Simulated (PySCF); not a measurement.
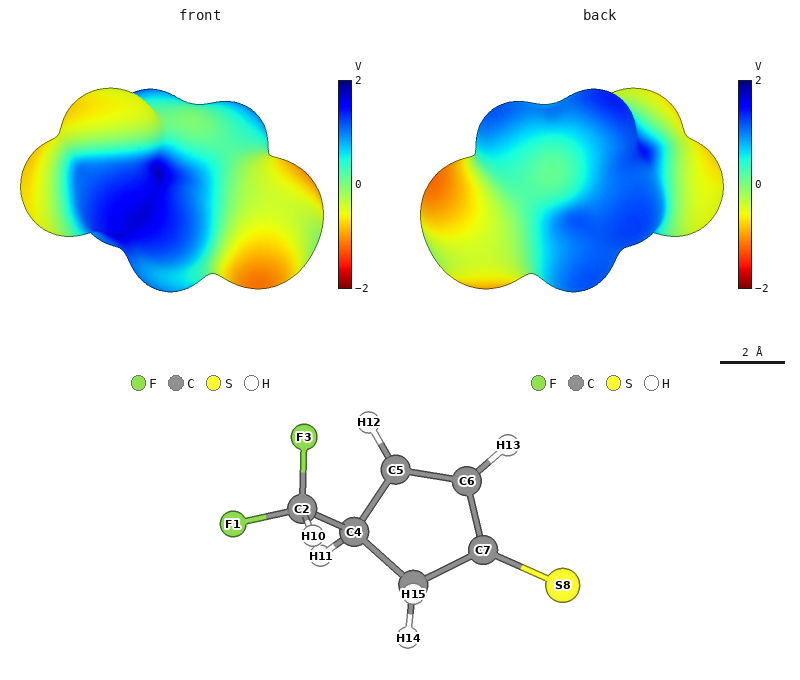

Figure. C₆H₆F₂S. The molecular electrostatic potential painted on the density surface at 0.002 e/bohr³, seen from the front and from behind; red is negative and blue positive. The bare structure is drawn below in the same view.

Geometry: GFN2-xTB.

Method: BHandHLYP/pcSseg-1, SCF density, gas phase, non-relativistic in PySCF.

Input file:

```
{"job": {"kind": "nmr", "xc": "BHandHLYP", "basis": "pcSseg-1", "pop": false}, "charge": 0, "multiplicity": 1}
F     -2.928607     0.396340     0.000622
C     -1.751091     0.158927     0.628209
F     -1.624959     1.135958     1.555324
C     -0.588253     0.161965    -0.382419
C      0.423883     1.235695    -0.097609
C      1.664431     0.745254     0.001259
C      1.668971    -0.679832    -0.184620
S      2.971553    -1.654553    -0.174168
C      0.248019    -1.129626    -0.398546
H     -1.855686    -0.794070     1.169659
H     -1.041152     0.345543    -1.363895
H      0.131113     2.265461     0.005875
H      2.562296     1.305210     0.188906
H      0.159295    -1.669154    -1.342368
H     -0.039815    -1.823119     0.393772
```

Launched as:

```sh
OMP_NUM_THREADS=1 python ens_run.py task.json out
```

Q: Describe the electrostatic potential map.

A: The most negative region (about −1.1 V) lies over S8, the most positive (about +1.7 V) over C2, C4 and H10.

Q: What dipole moment does the calculation give?

A: Its dipole moment is 1.66 D.
